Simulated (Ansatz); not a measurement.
**BH4O− (SMILES [BH3-]O): levels of theory compared**

Aim: a comparison of 6 runs (HSE06/STO-3G, UPBE0/STO-3G, r2SCAN0/STO-3G, wB97M-V/STO-3G, CCSDT/STO-3G, CCSDTQ/STO-3G) of BH4O−. 

The results are computed with Ansatz 0.2.0.

**1. The molecule**

BH4O−: 6 atoms, total charge -1, spin state singlet. As SMILES, `[BH3-]O`. The H3–B1 distance was set to 1.870 Å, away from the relaxed value. At this shape a bond of the SMILES string is far longer than usual.

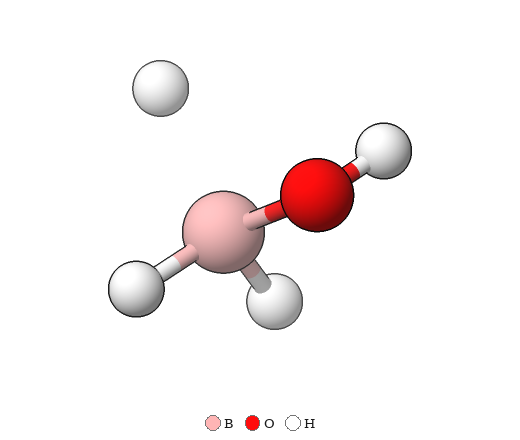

Viewed from a chosen angle; boron pink, oxygen red, hydrogen white.

**2. The energy at HSE06/STO-3G (run 1)**

run.yaml

```yaml
crystal:
  periodic: [false, false, false]
  atoms:
    - symbol: B
      position_ang: [-0.643376, 0.064735, -0.224760]
    - symbol: O
      position_ang: [-0.582256, 1.254605, 0.695640]
    - symbol: H
      position_ang: [1.062740, -0.650510, -0.499740]
    - symbol: H
      position_ang: [-1.111006, 0.433585, -1.287610]
    - symbol: H
      position_ang: [-1.357706, -0.834095, 0.260690]
    - symbol: H
      position_ang: [-0.211936, 0.923745, 1.514090]
basis:
  gaussian:
    orbitals: STO-3G
total_charge: -1
hamiltonian:
  xc: hse06
accuracy: high
```

Command:

```
$ ansatz run run.yaml --threads 1 --pin off --max-ram 2610MiB --events-out events.jsonl --progress --plain --runs-dir runs
```

Output:

```text
Warning: RAYON_NUM_THREADS=1 ignored (pool sized by the plan → 1); use --threads N
Functional definition: HSE06
  name "HSE06"
  parameter a = 0.25
  parameter omega = 0.11/bohr
  exchange = pbe_x - a*pbe_x_sr(omega) + a*exact_x_sr(omega)
  correlation = pbe_c
229 factors; integrals over basis functions are off by at most 3.9e-8 eV
55 factors; integrals over basis functions are off by at most 3.6e-10 eV
mean field evaluation 1: about -2739.8490 eV, gradient 2.6e1 eV
mean field evaluation 2: about -2738.9147 eV, gradient 3.1e1 eV
mean field evaluation 4: about -2743.1337 eV, gradient 2.1e0 eV
mean field evaluation 8: about -2743.1053 eV, gradient 1.8e-2 eV
mean field evaluation 16: about -2743.1053 eV, gradient 6.8e-9 eV
mean field -2743.10526099 eV, -100.8072589979 hartree, gradient 1.8e-8 eV, S^2 0.000000; 0 other end points of the search recorded, 0 dependent functions left out
reference -2743.10526274 eV, -100.8072590620 hartree; 9, 9 occupied and 5, 5 virtual orbitals, 229 factors
Total energy: -2743.10526274 eV, -100.8072590620 hartree
```

Run time: 0.86 s. Hardware: 1 thread of Arm Neoverse V2, shared host.

**3. A single-point energy at UPBE0/STO-3G (run 2)**

job.yaml

```yaml
crystal:
  periodic: [false, false, false]
  atoms:
    - {symbol: B, position_ang: [-0.643376, 0.064735, -0.224760]}
    - {symbol: O, position_ang: [-0.582256, 1.254605, 0.695640]}
    - {symbol: H, position_ang: [1.062740, -0.650510, -0.499740]}
    - {symbol: H, position_ang: [-1.111006, 0.433585, -1.287610]}
    - {symbol: H, position_ang: [-1.357706, -0.834095, 0.260690]}
    - {symbol: H, position_ang: [-0.211936, 0.923745, 1.514090]}
basis:
  gaussian: {orbitals: STO-3G}
total_charge: -1
magnetization: {spin_polarized: true}
hamiltonian: {xc: {name: PBE0}}
accuracy: high
```

Command:

```
$ ansatz run job.yaml --threads 1 --pin off --max-ram 2610MiB --events-out events.jsonl --progress --plain --runs-dir runs
```

Output:

```text
Warning: RAYON_NUM_THREADS=1 ignored (pool sized by the plan → 1); use --threads N
Functional definition: PBE0
  name "PBE0"
  parameter a = 0.25
  parameter kappa = 0.804
  parameter beta = 0.06672455060314922
  exchange = (1 - a)*pbe_x(kappa = kappa, mu = beta*pi^2/3) + a*exact_x
  correlation = pbe_c(beta = beta)
229 factors; integrals over basis functions are off by at most 3.9e-8 eV
mean field evaluation 1: about -2740.3008 eV, gradient 1.7e1 eV
mean field evaluation 2: about -2740.1537 eV, gradient 1.9e1 eV
mean field evaluation 4: about -2743.2968 eV, gradient 1.2e0 eV
mean field evaluation 8: about -2743.2603 eV, gradient 1.2e-3 eV
mean field evaluation 16: about -2743.2603 eV, gradient 9.6e-9 eV
mean field -2743.26026060 eV, -100.8129551283 hartree, gradient 9.5e-9 eV, S^2 0.000000; 0 other end points of the search recorded, 0 dependent functions left out
reference -2743.26026190 eV, -100.8129551764 hartree; 9, 9 occupied and 5, 5 virtual orbitals, 229 factors
Total energy: -2743.26026190 eV, -100.8129551764 hartree
```

Wall time 1.2 s (1 thread of Arm Neoverse V2, shared host); peak memory 0.12 GiB.

Run 3 isn't shown in full; the table further down has it.

**4. The energy at wB97M-V/STO-3G (run 4)**

in.yaml

```yaml
crystal:
  periodic: [false, false, false]
  atoms:
    - {symbol: B, position_ang: [-0.643376, 0.064735, -0.224760]}
    - {symbol: O, position_ang: [-0.582256, 1.254605, 0.695640]}
    - {symbol: H, position_ang: [1.062740, -0.650510, -0.499740]}
    - {symbol: H, position_ang: [-1.111006, 0.433585, -1.287610]}
    - {symbol: H, position_ang: [-1.357706, -0.834095, 0.260690]}
    - {symbol: H, position_ang: [-0.211936, 0.923745, 1.514090]}
basis:
  gaussian:
    orbitals: STO-3G
total_charge: -1
hamiltonian:
  xc: {name: wB97M-V}
accuracy: high
```

Command:

```
$ ansatz run in.yaml --threads 1 --pin off --max-ram 2610MiB --events-out events.jsonl --progress --plain --runs-dir runs
```

Output (excerpt; [...] marks lines left out):

```text
Warning: RAYON_NUM_THREADS=1 ignored (pool sized by the plan → 1); use --threads N
Functional definition: wB97M-V
  name "wB97M-V"
[...]
  gx(w, u) = 1 - cx + cx01*u + cx10*w
  gss(w, u) = css00 + css04*u^4 + css10*w + css20*w^2 + css43*w^4*u^3
  gos(w, u) = cos00 + cos10*w + (cos20 + cos21*u)*w^2 + (cos60 + cos61*u)*w^6
[...]
      + integral(e_c_pw_mod_opposite_spin*gos(b97_w_opposite, b97_u_opposite)) + vv10(b, c)
229 factors; integrals over basis functions are off by at most 3.9e-8 eV
137 factors; integrals over basis functions are off by at most 8.6e-10 eV
[...]
mean field -2745.62895699 eV, -100.9000031152 hartree, gradient 9.0e-8 eV, S^2 0.000000; 0 other end points of the search recorded, 0 dependent functions left out
reference -2745.62895945 eV, -100.9000032057 hartree; 9, 9 occupied and 5, 5 virtual orbitals, 229 factors
Total energy: -2745.62895945 eV, -100.9000032057 hartree
```

Run time: 11 s. Hardware: 1 thread of Arm Neoverse V2, shared host; peak memory 0.24 GiB.

Run 5 isn't shown in full; the table further down has it.

**5. A single-point energy at CCSDTQ/STO-3G (run 6)**

run.yaml

```yaml
crystal:
  periodic: [false, false, false]
  atoms:
    - {symbol: B, position_ang: [-0.643376, 0.064735, -0.224760]}
    - {symbol: O, position_ang: [-0.582256, 1.254605, 0.695640]}
    - {symbol: H, position_ang: [1.062740, -0.650510, -0.499740]}
    - {symbol: H, position_ang: [-1.111006, 0.433585, -1.287610]}
    - {symbol: H, position_ang: [-1.357706, -0.834095, 0.260690]}
    - {symbol: H, position_ang: [-0.211936, 0.923745, 1.514090]}
basis:
  gaussian:
    orbitals: STO-3G
total_charge: -1
correlation:
  method: ccsdtq
  frozen_orbitals: {B: 1, H: 0, O: 1}
accuracy: high
scf:
  omitted_lower_state_checks: [cluster_reference, increment]
```

Command:

```
$ ansatz run run.yaml --threads 1 --pin off --max-ram 2610MiB --events-out events.jsonl --progress --plain --runs-dir runs
```

Output:

```text
Warning: RAYON_NUM_THREADS=1 ignored (pool sized by the plan → 1); use --threads N
[... 11 lines left out ...]
2 core orbitals not correlated: weight in the atoms' cores, before any rotation towards them, 1.000 or more for the frozen orbitals, at most 0.000 for the correlated occupied ones
[... 25 lines left out ...]
Total energy: -2732.92703345 eV, -100.4332160349 hartree
Checks for a lower state left out: cluster_reference, increment
```

Run time: 2.7 s. Hardware: 1 thread of Arm Neoverse V2, shared host; peak memory 0.1 GiB.

**6. The series**

```tsv
run	level	frozen core orbitals	energy (Eh)	wall time
1	HSE06/STO-3G	–	-100.807259	0.86 s
2	UPBE0/STO-3G	–	-100.812955	1.2 s
3	r2SCAN0/STO-3G	–	-100.869324	1.5 s
4	wB97M-V/STO-3G	–	-100.900003	11 s
5	CCSDT/STO-3G	2	-100.433339	0.16 s
6	CCSDTQ/STO-3G	2	-100.433216	2.7 s
```

**7. Summary of results**

```
                                          quantity          value
                               run 6: total energy  -100.43322 Eh
run 6: correlation energy (2 core orbitals frozen)     -127.7 mEh
                              run 6: T1 diagnostic          0.014
```

What this shows: Totals of different functionals can't be ranked against each other. In runs 1, 2, 3, 4, 5, 6 the basis is minimal, so the values are rough. All runs together took 18 s, the longest 11 s.
